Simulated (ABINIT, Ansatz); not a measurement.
# TiNF (Pmmn): G0W0 with ABINIT, start to end, part 3 of 3

Aim: the G0W0 gap of TiNF (Pmmn) on LDA, step by step.

ABINIT 10.8.3; LDA and many-body steps on it, plane waves. Known limits of the many-body steps: not at the basis limit; coarse k mesh.

So far. Step 3 (Bands along the symmetry lines): The gap is 0.650 eV, as in the run before at this level. Step 4 (Empty states on the mesh, 4×2×1 mesh, 195 bands): On this mesh the gap is 0.650 eV.

### Step 5. Screening, 4×2×1 mesh, 179 bands, screening to 176.9 eV

The RPA dielectric matrix is built and inverted for each q.

This step: RPA screening on LDA, plane waves, norm-conserving pseudopotentials.

Contents of run.abi:

```
acell 3*1.0 Angstrom
rprim 
  3.062004000000 0.000000000000 0.000000000000
  0.000000000000 3.964387000000 0.000000000000
  0.000000000000 0.000000000000 7.870826000000
ntypat 3
znucl 22 7 9
natom 6
typat 1 1 2 2 3 3
xred 
  0.500000000000 0.000000000000 0.895914000000
  0.000000000000 0.500000000000 0.104086000000
  0.500000000000 0.500000000000 0.939316000000
  0.000000000000 0.000000000000 0.060684000000
  0.000000000000 0.000000000000 0.724624000000
  0.500000000000 0.500000000000 0.275376000000
pp_dirpath "pseudos"
pseudos "Ti.upf, N.upf, F.upf"
ecut 38
ngkpt 4 2 1
nshiftk 1
shiftk 0 0 0
kptopt 1
chksymbreak 0
istwfk *1
occopt 1
irdwfk 1
optdriver 3
nband 179
ecuteps 6.5
inclvkb 2
awtr 1
symchi 1
indata_prefix "in"
outdata_prefix "out"
tmpdata_prefix "tmp"
```

Command:

```sh
$ OMP_NUM_THREADS=1 mpirun -n 4 abinit run.abi > log
```

Numbers of over 12 decimals in the logs are rounded to 6 here.

Log:

```text
.Version 10.8.3 of ABINIT. v10.8.2 released Aug 2026.

 Symmetries : space group Pm m n (# 59); Bravais oP (primitive ortho.)
[... echo of the input left out ...]
== DATASET  1 ==================================================================
-   mpi_nproc: 4, omp_nthreads: 1 (-1 if OMP is not activated)

--- !DatasetInfo
iteration_state: {dtset: 1, }
dimensions: {natom: 6, nkpt: 6, mband: 179, nsppol: 1, nspinor: 1, nspden: 1, mpw: 7264, }
cutoff_energies: {ecut:  38.0, pawecutdg:  -1.0, }
electrons: {nelect:   4.80000000E+01, charge:   0.00000000E+00, occopt:   1.00000000E+00, tsmear:   1.00000000E-02, }

 SCREENING: Calculation of the susceptibility and dielectric matrices

 Based on a program developped by R.W. Godby, V. Olevano, G. Onida, and L. Reining.
 Incorporated in ABINIT by V. Olevano, G.-M. Rignanese, and M. Torrent.
.Using double precision arithmetic ; gwpc =  8

[... cell and pseudopotentials left out ...]
--------------------------------------------------------------------------------

 ==== K-mesh for the wavefunctions ====
 Number of points in the irreducible wedge :     6
[... list of points left out ...]
 Together with  8 symmetry operations and time-reversal symmetry
 yields     8 points in the full Brillouin Zone.

 ==== Q-mesh for the screening function ====
 Number of points in the irreducible wedge :     6
[... list of points left out ...]
 Together with  8 symmetry operations and time-reversal symmetry
 yields     8 points in the full Brillouin Zone.

 setmesh: FFT mesh size selected  =    24x   30x   60
          total number of points  =        43200

 vcoul_init : cutoff-mode = AUXILIARY_FUNCTION
 q-points for optical limit:   1
     1)      0.000010    0.000020    0.000030

- screening: taking advantage of time-reversal symmetry
- Maximum band index for partially occupied states nbvw = 24
- Remaining bands to be divided among processors   nbcw = 155
- Number of bands treated by each node ~38

 Number of electrons calculated from density =   48.0000; Expected =   48.0000
 average of density, n =  0.074446
 r_s =    1.4747
 omega_plasma =   26.3195 [eV]

 calculating chi0 at frequencies [eV] :
  1    0.000000E+00    0.000000E+00
  2    0.000000E+00    2.631945E+01

--------------------------------------------------------------------------------
  q-point number  1        q = ( 0.000000, 0.000000, 0.000000) [r.l.u.]
--------------------------------------------------------------------------------
[... chi0 elements left out ...]
 For q-point:  0.000010 0.000020 0.000030
  dielectric constant =  12.1455
  dielectric constant without local fields =  13.2680

  Average fulfillment of the sum rule on Im[epsilon] for q-point    1 :     63.33  [%]
[... wings left out ...]
  q-point number  2        q = ( 0.250000, 0.000000, 0.000000) [r.l.u.]
--------------------------------------------------------------------------------
[... chi0 elements left out ...]
  Average fulfillment of the sum rule on Im[epsilon] for q-point    2 :     67.42  [%]

 [... 4 further q-points ...]
```

Run time: 89 s. Hardware: 4 MPI ranks of Arm Neoverse V1, shared host; peak memory 1.6 GiB; 5.8 min of CPU time.

This step gave:

| Property | Result |
| --- | --- |
| ε∞ with local fields, on this mesh, along the program's q direction | 12.15 |
| the same without local fields | 13.27 |
| plasma frequency | 26.32 eV |
| plane waves in the screening matrix | 523 |

Local fields lower ε∞ by 8 %. On a Γ-centred mesh this coarse the value itself is usually too large, while a short band sum pulls it down.

### Step 6. Self-energy, 4×2×1 mesh, 179 bands, screening to 176.9 eV

The self-energy is evaluated for the states that the input lists, and the levels follow from it, in one-shot runs by the linearised quasiparticle equation.

This step: G0W0 on LDA, plane waves, norm-conserving pseudopotentials.

run.abi, as its differences from that of step 5:

```diff
@@ -27,8 +27,15 @@
 irdwfk 1
-optdriver 3
+optdriver 4
 nband 179
+gwcalctyp 0
+ecutsigx 38
+symsigma 1
+nkptgw 1
+kptgw 
+  0.0000000000 0.0000000000 0.0000000000
+bdgw 
+  23 26
 ecuteps 6.5
-inclvkb 2
-awtr 1
-symchi 1
+irdscr 1
+ppmodel 1
 indata_prefix "in"
```

Log:

```text
.Version 10.8.3 of ABINIT. v10.8.2 released Aug 2026.

 Symmetries : space group Pm m n (# 59); Bravais oP (primitive ortho.)
[... echo of the input left out ...]
== DATASET  1 ==================================================================
-   mpi_nproc: 4, omp_nthreads: 1 (-1 if OMP is not activated)

--- !DatasetInfo
iteration_state: {dtset: 1, }
dimensions: {natom: 6, nkpt: 6, mband: 179, nsppol: 1, nspinor: 1, nspden: 1, mpw: 7264, }
cutoff_energies: {ecut:  38.0, pawecutdg:  -1.0, }
electrons: {nelect:   4.80000000E+01, charge:   0.00000000E+00, occopt:   1.00000000E+00, tsmear:   1.00000000E-02, }

 SIGMA: Calculation of the GW corrections

 Based on a program developped by R.W. Godby, V. Olevano, G. Onida, and L. Reining.
 Incorporated in ABINIT by V. Olevano, G.-M. Rignanese, and M. Torrent.
.Using double precision arithmetic ; gwpc =  8

[... cell and pseudopotentials left out ...]
--------------------------------------------------------------------------------

 ==== K-mesh for the wavefunctions ====
 Number of points in the irreducible wedge :     6
[... list of points left out ...]
 Together with  8 symmetry operations and time-reversal symmetry
 yields     8 points in the full Brillouin Zone.

 ==== Q-mesh for screening function ====
 Number of points in the irreducible wedge :     6
[... list of points left out ...]
 Together with  8 symmetry operations and time-reversal symmetry
 yields     8 points in the full Brillouin Zone.

 vcoul_init : cutoff-mode = AUXILIARY_FUNCTION
 q-points for optical limit:   1
     1)      0.000010    0.000020    0.000030
 setmesh: FFT mesh size selected  =    40x   48x   90
          total number of points  =       172800

 Number of electrons calculated from density =   48.0000; Expected =   48.0000
 average of density, n =  0.074446
 r_s =    1.4747
 omega_plasma =   26.3195 [eV]

 === KS Band Gaps ===
  >>>> For spin  1
   Minimum direct gap =   0.6503 [eV], located at k-point      :   0.0000  0.0000  0.0000
   Fundamental gap    =   0.6503 [eV], Top of valence bands at :   0.0000  0.0000  0.0000
                                       Bottom of conduction at :   0.0000  0.0000  0.0000
 SIGMA fundamental parameters:
 PLASMON POLE MODEL  1
 number of plane-waves for SigmaX                 7201
 number of plane-waves for SigmaC and W            523
 number of plane-waves for wavefunctions          7201
 number of bands                                   179
 number of independent spin polarizations            1
 number of spinorial components                      1
 number of k-points in IBZ                           6
 number of q-points in IBZ                           6
 number of symmetry operations                       8
 number of k-points in BZ                            8
 number of q-points in BZ                            8
 number of frequencies for dSigma/dE                 9
 frequency step for dSigma/dE [eV]                0.25
 number of omega for Sigma on real axis              0
 max omega for Sigma on real axis  [eV]           0.00
 zcut for avoiding poles [eV]                     0.10

 EPSILON^-1 parameters (SCR file):
 dimension of the eps^-1 matrix on file            523
 dimension of the eps^-1 matrix used               523
 number of plane-waves for wavefunctions          7201
 number of bands                                   179
 number of q-points in IBZ                           6
 number of frequencies                               2
 number of real frequencies                          1
 number of imag frequencies                          1

 matrix elements of self-energy operator (all in [eV])

 Perturbative Calculation

--- !SelfEnergy_ee
iteration_state: {dtset: 1, }
kpoint     : [   0.000,    0.000,    0.000, ]
spin       : 1
KS_gap     :    0.650
QP_gap     :    1.746
Delta_QP_KS:    1.096
data: !SigmaeeData |
     Band     E0 <VxcDFT>   SigX SigC(E0)      Z dSigC/dE  Sig(E)    E-E0       E
       23   0.845 -18.918 -21.915   3.336   0.745  -0.343 -18.665   0.252   1.097
       24   2.090 -18.198 -20.429   2.655   0.743  -0.346 -17.883   0.315   2.405
       25   2.741 -19.714 -12.313  -5.513   0.747  -0.339 -18.304   1.410   4.151
       26   3.491 -20.364 -12.138  -6.179   0.738  -0.355 -18.853   1.511   5.002

== END DATASET(S) ==============================================================
================================================================================

 -outvars: echo values of variables after computation  --------
           etotal      0.0000000000E+00
            nband         179
             nkpt           6
          spgroup          59
 [... the other variables as echoed above ...]

 Calculation completed.
```

It took 19 s on 4 MPI ranks; peak memory 1.6 GiB; 73 s of CPU time.

This step gave:

| Quantity | Value |
| --- | --- |
| G0W0 gap on the points computed | 1.746 eV |
| starting gap on the mesh | 0.6504 eV |
| k of the valence top | 0, 0, 0 |
| k of the conduction bottom | 0, 0, 0 |
| Z at the valence top | 0.743 |
| Z at the conduction bottom | 0.747 |
| least direct G0W0 gap on the computed points | 1.746 eV |

The gap on the mesh goes from 0.65 eV to 1.75 eV, a correction of +1.10 eV.

Limits: finite bands, cutoff and mesh; coarse k mesh. v1 is the top filled band, c1 the lowest empty one. The levels before and after the correction (eV, zero at the valence-band top of each column):

|  | conduction bottom | valence top |
| --- | --- | --- |
| Kohn-Sham | 0.65 | 0.00 |
| G0W0 | 1.75 | 0.00 |

|  | level | energy (eV) |
| --- | --- | --- |
| Kohn-Sham | Γ v2 | -1.245 |
| Kohn-Sham | Γ v1 | 0.000 |
| Kohn-Sham | Γ c1 | 0.650 |
| Kohn-Sham | Γ c2 | 1.401 |
| G0W0 | Γ v2 | -1.308 |
| G0W0 | Γ v1 | 0.000 |
| G0W0 | Γ c1 | 1.746 |
| G0W0 | Γ c2 | 2.597 |

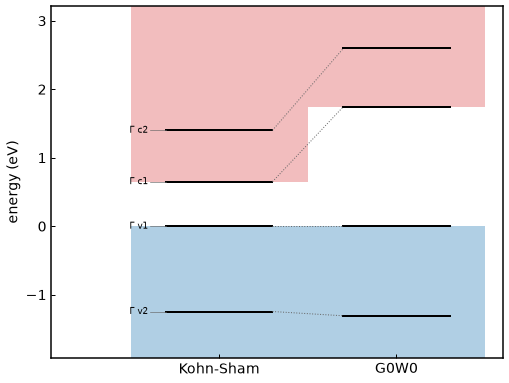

Levels before and after the correction. Shaded: valence and conduction bands.

### Step 7. Where the time went

Times are wall times on 4 MPI ranks of Arm Neoverse V1, shared host, good to a factor of about two.

| step | time | share | memory (GiB) |
| --- | --- | --- | --- |
| ground state | 3.3 min | 30 % | 0.52 |
| bands along the symmetry lines | 3.8 min | 34 % | 0.64 |
| empty states on the mesh | 2.3 min | 20 % | 0.47 |
| screening | 89 s | 13 % | 1.6 |
| self-energy | 19 s | 3 % | 1.6 |

### Step 8. Summary of results

```
LDA gap              : 0.65 eV, direct
G0W0 gap on the mesh : 1.75 eV
GW settings          : 4×2×1 mesh, 179 bands, screening to 176.9 eV, Godby-Needs plasmon pole
known limits         : not at the basis limit; coarse k mesh
```

G0W0 moves the gap on the mesh from 0.65 eV to 1.75 eV (+1.10 eV), with Z of 0.74 and 0.75 at the edges. Local fields lower the RPA ε∞ on this mesh from 13.27 to 12.15; a Γ-centred mesh this coarse tends to raise both, most where the direct gap is narrow, while a short band sum lowers them. Only 1 of the mesh's irreducible points was corrected, so a valley elsewhere could overtake. Bands and cutoff are finite, so the gap is not at the basis limit. The miss can reach some tenths of an eV and take either sign; the mesh is an error of its own. In the G0W0 run levels were corrected at 1 k point alone, so a gap called «on the mesh» is the least over those, and an edge elsewhere would be missed. The 4×2×1 mesh is coarse for this cell, which bears on the long-range parts of exchange and screening.

[Paths, hosts, dates, memory and timing lines, banners, echoed tables and standing remarks are left out of the program output.]

[Logs are printed without paths, hosts, clocks, repeated set-up lines and the standing remarks that a program may print on its own settings, such as how far it seeks lower states.]

[Runs of the session that timed out or met a known fault of the program may be left out.]

[Hosts, paths, dates, database ids (printed as entryN), source tags and the programs' standing remarks are cut or masked in the printed files.]

[G0W0 gaps are taken among the corrected bands and points alone; a level outside them can change the order at an edge.]

[Where Ansatz stands beside ABINIT at settings called matched, ABINIT's density can come from a denser mesh and the files from another edition; pairs whose starting gaps differed by over 0.03 eV were left out, so agreement reads better than it is.]
